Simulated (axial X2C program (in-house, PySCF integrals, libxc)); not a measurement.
# A two-component session on GeB⁺: properties at the nuclei

Wanted for GeB⁺: properties at the nuclei, at the two-component level.

Method: two-component X2C with atomic mean-field terms, Ge dyall-cv3z, B dyall-v3z; program: an in-house X2C program for linear molecules on PySCF integrals.

All values are calculated.

**1. Input**

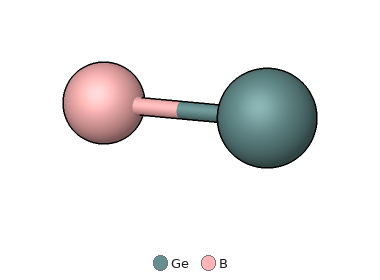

The two atoms at 2.060 Å (germanium teal, boron pink).

The input, task.json:

```json
{"zs": [32, 5], "q": 1, "bas": ["dyall-cv3z", "dyall-v3z"], "r0": 2.06, "levels": ["PBE0", "HF", "r2SCAN", "B3LYP", "BP86"], "nst": 3}
```

Keys: zs atomic numbers; q charge; bas basis sets; r0 starting distance in Å; levels methods (HF also brings MP2); nst determinants followed.

Command:

```
$ python soeom.py task.json out
```

Nuclei are Gaussian, cores are contracted, and the Gaunt term is on.

**2. Expectation values, lowest determinant**

R = 2.184 Å. State: Ω = 2 (excess of +ω over −ω: ω = 1/2, ω = 3/2).

Output of the PBE0 run:

```text
two-component X2C + atomic mean field  PBE0
basis functions 150  fitting functions 880  grid points 5081
iter        total energy     max residual
   1      -2122.282202840     5.24e-06
   2      -2122.282202841     3.35e-06
converged
one-electron -3020.43931614  Coulomb 943.67747561  exact exchange -20.50686685  xc functional -63.05892399  nuclear repulsion 38.76756124  atomic mean-field constant -0.72213271
```

The highest occupied spinor is 53% Ge p, 42% B p, 2% B d.

```tsv
level	Eeff magnitude (GV/cm)	Ws magnitude Ge (kHz)	A∥/gI Ge (MHz)	qzz Ge (a.u.)	A∥/gI B (MHz)	qzz B (a.u.)
PBE0	0.421	0.102	124	-3.39	75.1	-0.37
HF	0.508	0.122	76.3	-3.04	68	-0.45
r2SCAN	0.23	0.061	89.9	-3.50	84.6	-0.39
B3LYP	0.492	0.117	160	-3.29	80.2	-0.39
BP86	0.384	0.0928	148	-3.42	79.6	-0.37
```

Eeff is the effective electric field on the electron dipole moment in this Ω state and Ws the scalar–pseudoscalar constant (defined with the proton number Z and per Ω); A∥ is the parallel hyperfine constant, which follows by multiplying with the nuclear g factor gI = μI/(I μN); qzz is the electric field gradient, eQq0 = 234.96 MHz × Q/barn × qzz. The operators were transformed with the bare-nucleus X2C matrices.

**3. Expectation values, a higher determinant**

R = 2.184 Å. State: Ω = 1 (excess of +ω over −ω: 2 × ω = 1/2), 0.11 eV above the lowest in the PBE0 search for states (made at or near this distance, with looser thresholds).

Output of the PBE0 run:

```text
two-component X2C + atomic mean field  PBE0
basis functions 150  fitting functions 880  grid points 5081
iter        total energy     max residual
   1      -2122.278232680     1.12e-05
   2      -2122.278232681     1.30e-05
   3      -2122.278232683     2.71e-06
   4      -2122.278232683     1.61e-06
converged
one-electron -3020.52445015  Coulomb 943.76150201  exact exchange -20.50568843  xc functional -63.05502464  nuclear repulsion 38.76756124  atomic mean-field constant -0.72213271
```

The highest occupied spinor is 59% Ge p, 36% B p, 3% B d.

```tsv
level	Eeff magnitude (GV/cm)	Ws magnitude Ge (kHz)	A∥/gI Ge (MHz)	qzz Ge (a.u.)	A∥/gI B (MHz)	qzz B (a.u.)
PBE0	0.839	0.357	557	-2.87	150	-0.42
HF	1.17	0.495	450	-2.20	125	-0.51
r2SCAN	0.833	0.352	647	-2.94	150	-0.43
B3LYP	0.773	0.329	580	-2.83	155	-0.44
BP86	0.736	0.314	626	-2.98	158	-0.41
```

**4. Expectation values, a higher determinant**

R = 2.184 Å. State: Ω = 1 (excess of +ω over −ω: ω = -1/2, ω = 3/2), 0.19 eV above the lowest in the PBE0 search for states (made at or near this distance, with looser thresholds).

Output of the PBE0 run:

```text
two-component X2C + atomic mean field  PBE0
basis functions 150  fitting functions 880  grid points 5081
iter        total energy     max residual
   1      -2122.275284106     3.98e-06
   2      -2122.275284107     3.50e-06
converged
one-electron -3020.44230588  Coulomb 943.67964355  exact exchange -20.50492443  xc functional -63.05312587  nuclear repulsion 38.76756124  atomic mean-field constant -0.72213271
```

The highest occupied spinor is 57% Ge p, 37% B p, 3% B d.

```tsv
level	Eeff magnitude (GV/cm)	Ws magnitude Ge (kHz)	A∥/gI Ge (MHz)	qzz Ge (a.u.)	A∥/gI B (MHz)	qzz B (a.u.)
PBE0	1.18	0.501	204	-3.01	-94.5	-0.39
HF	2.6	1.1	357	-2.33	-94.3	-0.49
r2SCAN	1.04	0.438	153	-3.09	-96.6	-0.42
B3LYP	1.08	0.457	211	-2.98	-98.3	-0.41
BP86	1.09	0.46	101	-2.93	-90.2	-0.36
```

**5. Outcome**

```
                                        quantity                                            value
                              lowest determinant   Ω = 2 (excess of +ω over −ω: ω = 1/2, ω = 3/2)
                    Eeff magnitude (GV/cm), PBE0                                            0.421
                     Ws magnitude Ge (kHz), PBE0                                            0.102
                            A∥/gI Ge (MHz), PBE0                                              124
                             qzz Ge (a.u.), PBE0                                            -3.39
                              higher determinant        Ω = 1 (excess of +ω over −ω: 2 × ω = 1/2)
Eeff magnitude (GV/cm), PBE0, higher determinant                                            0.839
 Ws magnitude Ge (kHz), PBE0, higher determinant                                            0.357
        A∥/gI Ge (MHz), PBE0, higher determinant                                              557
         qzz Ge (a.u.), PBE0, higher determinant                                            -2.87
                              higher determinant  Ω = 1 (excess of +ω over −ω: ω = -1/2, ω = 3/2)
Eeff magnitude (GV/cm), PBE0, higher determinant                                             1.18
 Ws magnitude Ge (kHz), PBE0, higher determinant                                            0.501
        A∥/gI Ge (MHz), PBE0, higher determinant                                              204
         qzz Ge (a.u.), PBE0, higher determinant                                            -3.01
```

In the first state, the effective field runs from 0.23 to 0.508 GV/cm over the mean-field levels, so the levels don't agree on it. The expectation values come from single determinants, which for open shells can mix terms of unlike spin or miss the lowest Ω, so a determinant need not be a state. Eeff is the effective electric field on the electron dipole moment in this Ω state and Ws the scalar–pseudoscalar constant (defined with the proton number Z and per Ω); A∥ is the parallel hyperfine constant, which follows by multiplying with the nuclear g factor gI = μI/(I μN); qzz is the electric field gradient, eQq0 = 234.96 MHz × Q/barn × qzz. The operators were transformed with the bare-nucleus X2C matrices.
